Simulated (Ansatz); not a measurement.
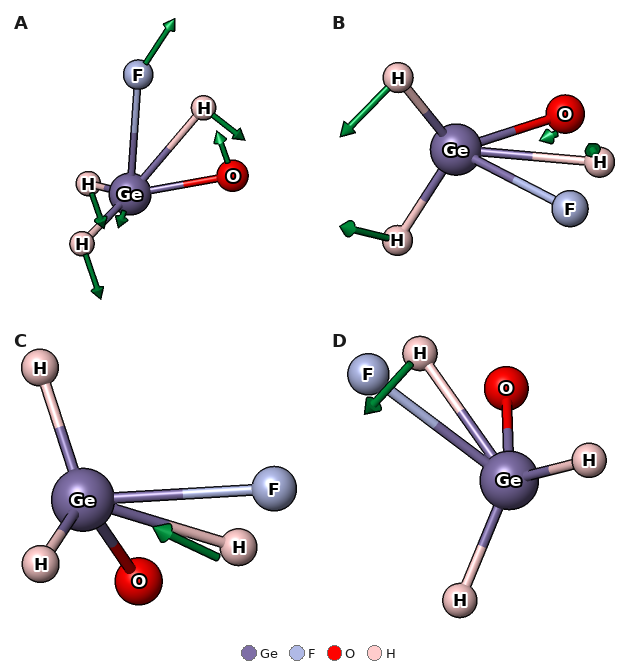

4 normal modes of one molecule or complex, as arrows. Harmonic vibrations computed with RKS PBE0-D4/def2-SVP (Ansatz 0.2.0) at a stationary point of the same level. It is a saddle point of order 1.

**Match the panels to the wavenumbers 348 cm⁻¹, 898 cm⁻¹, 1132 cm⁻¹, 1849 cm⁻¹.**

A: 348 cm⁻¹
B: 898 cm⁻¹
C: 1849 cm⁻¹, Ge–H stretching
D: 1132 cm⁻¹, H–Ge–H bending
